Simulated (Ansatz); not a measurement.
**BH2ClO (SMILES OBCl): revPBE/def2-SVPD**

Aim: the energy change on altering one bond length of BH2ClO at revPBE/def2-SVPD, from 2 runs. 

Program for the calculation: Ansatz 0.2.0.

64 further runs of the same task are left out: 64 set aside as unsound or not needed.

### Step 1. The molecule

BH2ClO: 5 atoms, total charge 0, spin state singlet. As SMILES, `OBCl`. The coordinates come from a PBE0-D4/def2-TZVP relaxation. This is one conformer, not always the lowest.

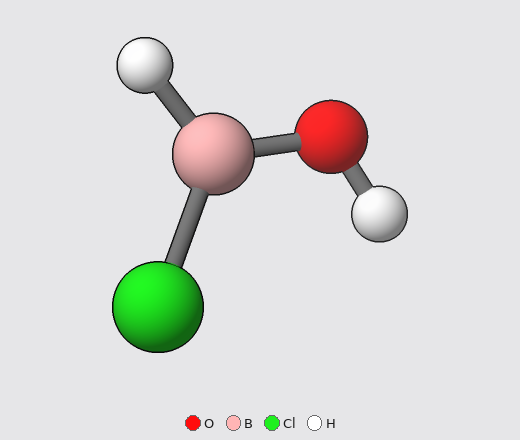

The structure, seen from a chosen angle (oxygen red, boron pink, chlorine green, hydrogen white).

### Step 2. A single-point energy at revPBE/def2-SVPD

Contents of molecule.yaml:

```yaml
crystal:
  periodic: [false, false, false]
  atoms:
    - {symbol: O, position_ang: [-0.863300, -0.618600, -0.002900]}
    - {symbol: B, position_ang: [0.379000, -0.137200, 0.137900]}
    - {symbol: Cl, position_ang: [0.788600, 1.496000, -0.395300]}
    - {symbol: H, position_ang: [-1.477700, 0.001200, -0.409700]}
    - {symbol: H, position_ang: [1.223300, -0.815100, 0.628600]}
basis:
  gaussian:
    orbitals: def2-SVPD
hamiltonian:
  xc: {name: revPBE}
accuracy: high
output: {orbitals: {seedname: orbitals}}
```

The run is started by

```console
$ ansatz run molecule.yaml --threads 1 --pin off --max-ram 3480MiB --events-out events.jsonl --progress --plain --runs-dir runs
```

Standard output:

```text
Warning: RAYON_NUM_THREADS=1 ignored (pool sized by the plan → 1); use --threads N
Functional definition: revPBE
  name "revPBE"
  parameter kappa = 1.245
  parameter beta = 0.06672455060314922
  exchange = pbe_x(kappa = kappa, mu = beta*pi^2/3)
  correlation = pbe_c(beta = beta)
1663 factors; integrals over basis functions are off by at most 3.7e-9 eV
mean field evaluation 1: about -15266.9246 eV, gradient 5.3e1 eV
mean field evaluation 2: about -15240.7198 eV, gradient 1.2e2 eV
mean field evaluation 4: about -15272.1113 eV, gradient 6.2e0 eV
mean field evaluation 8: about -15272.2125 eV, gradient 4.0e-1 eV
mean field evaluation 16: about -15272.2129 eV, gradient 1.1e-5 eV
mean field -15272.21288360 eV, -561.2434715947 hartree, gradient 3.3e-8 eV, S^2 0.000000; 0 other end points of the search recorded, 0 dependent functions left out
reference -15272.21288831 eV, -561.2434717676 hartree; 16, 16 occupied and 70, 70 virtual orbitals, 1663 factors
Total energy: -15272.21288831 eV, -561.2434717676 hartree
```

Wall time 3.6 s (1 thread of Arm Neoverse V2, shared host); peak memory 0.19 GiB.

### Step 3. The distorted shape, same level

Contents of input.yaml:

```yaml
crystal:
  periodic: [false, false, false]
  atoms:
    - {symbol: O, position_ang: [-1.285480, -0.279626, -0.248268]}
    - {symbol: B, position_ang: [-0.043180, 0.201774, -0.107468]}
    - {symbol: Cl, position_ang: [0.366420, 1.834974, -0.640668]}
    - {symbol: H, position_ang: [-1.899880, 0.340174, -0.655068]}
    - {symbol: H, position_ang: [1.223300, -0.815100, 0.628600]}
basis:
  gaussian:
    orbitals: def2-SVPD
output: {orbitals: {seedname: orbitals}}
accuracy: high
hamiltonian:
  xc: {name: revPBE}
```

The run is started by

```console
$ ansatz run input.yaml --threads 1 --pin off --max-ram 3480MiB --events-out events.jsonl --progress --plain --runs-dir runs
```

Standard output:

```text
Warning: RAYON_NUM_THREADS=1 ignored (pool sized by the plan → 1); use --threads N
[... 6 set-up lines as earlier in the session ...]
1682 factors; integrals over basis functions are off by at most 3.9e-9 eV
mean field evaluation 1: about -15265.5412 eV, gradient 5.3e1 eV
mean field evaluation 2: about -15238.0612 eV, gradient 1.2e2 eV
mean field evaluation 4: about -15270.4143 eV, gradient 6.0e0 eV
mean field evaluation 8: about -15270.5170 eV, gradient 4.0e-1 eV
mean field evaluation 16: about -15270.5174 eV, gradient 7.2e-5 eV
mean field -15270.51743237 eV, -561.1811649111 hartree, gradient 1.4e-8 eV, S^2 0.000000; 0 other end points of the search recorded, 0 dependent functions left out
reference -15270.51743706 eV, -561.1811650834 hartree; 16, 16 occupied and 70, 70 virtual orbitals, 1682 factors
Total energy: -15270.51743706 eV, -561.1811650834 hartree
```

Wall time 3.6 s (1 thread of Arm Neoverse V2, shared host); peak memory 0.19 GiB.

### Step 4. Outcome

At revPBE/def2-SVPD:

| quantity | value |
| --- | --- |
| first shape: total energy | -561.24347 Eh |
| first shape: HOMO energy | -7.79 eV |
| first shape: LUMO energy | -1.45 eV |
| first shape: HOMO–LUMO gap | 6.34 eV |
| distorted shape: total energy | -561.18117 Eh |
| distorted shape: HOMO energy | -7.17 eV |
| distorted shape: LUMO energy | -1.65 eV |
| distorted shape: HOMO–LUMO gap | 5.52 eV |
| energy change with the B2–H5 bond stretched from 1.189 to 1.783 Å | 1.695 eV |

**Reading.** With the B2–H5 bond stretched from 1.189 to 1.783 Å the energy rises by 1.70 eV (164 kJ/mol). The first shape isn't relaxed at this level, so the change isn't measured from a minimum.
